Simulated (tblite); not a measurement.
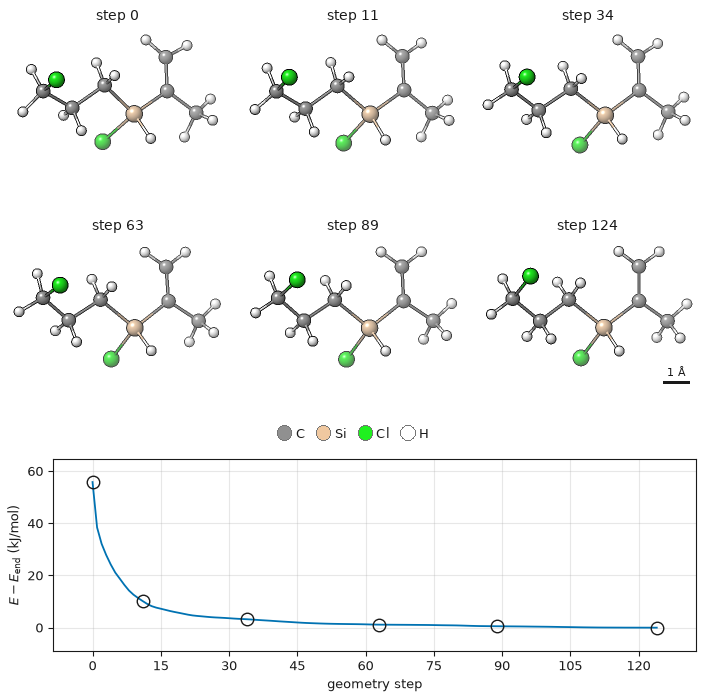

Frames of a relaxation of C6H12Cl2Si, marked on the history of the run. Style: ball-and-stick. Shown from a free direction.

These are results of GFN2-xTB geometry optimisation, gas phase (tblite 0.8.0), not measurements. 

Q: Describe the path.

A: After 124 geometry steps the energy has fallen by 55.8 kJ/mol. The atom that moves furthest after the best rigid fit is an H atom (0.65 Å). Largest moves by element: H 0.65 Å, Cl 0.57 Å, C 0.40 Å, Si 0.21 Å. Among the contacts that change: Cl–Si 2.112 → 2.033 Å, C–Si 1.831 → 1.891 Å, C–Si 1.846 → 1.902 Å, C–H 1.127 → 1.090 Å. Bond angles that change, for instance: Si–C–C 102.7° → 112.4°, Cl–C–H 114.1° → 106.6°, Si–C–H 115.3° → 109.7°. From step 0 to 11: a Cl atom moves most (0.24 Å), energy −45.6 kJ/mol. From step 11 to 34: an H atom moves most (0.21 Å), energy −7.00 kJ/mol. From step 34 to 63: an H atom moves most (0.23 Å), energy −2.06 kJ/mol. From step 63 to 89: a Cl atom moves most (0.25 Å), energy −0.61 kJ/mol. From step 89 to 124: H atoms move most (0.21 Å), energy −0.55 kJ/mol.
